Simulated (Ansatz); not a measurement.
```xyz
7

B     0.0001   -0.0177    0.0228
C    -0.0118   -0.0778    1.5738
H    -0.9659   -0.3768    2.0330
H     0.8297   -0.6131    2.0387
H     0.1278    0.9932    1.8474
H     1.0393   -0.0940   -0.5948
H    -1.0192    0.1862   -0.5994
```

All numbers below come from RKS r2SCAN-D4/def2-SVP (Ansatz 0.2.0).

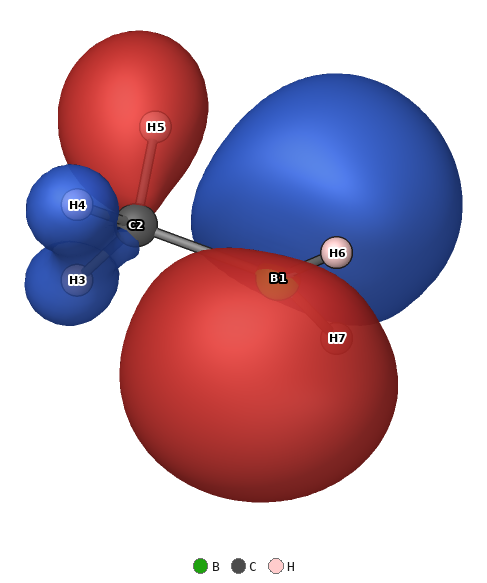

CH$_{5}$B. The LUMO at ±0.08 Å⁻³ᐟ² (blue and red are the two phases), seen at an oblique angle.

Q: What is the character of this orbital?

A: It lies mainly on B1 (about 65 %), C2 (about 10 %), H6 (about 10 %) and H7 (about 10 %). Its energy is −1.71 eV.
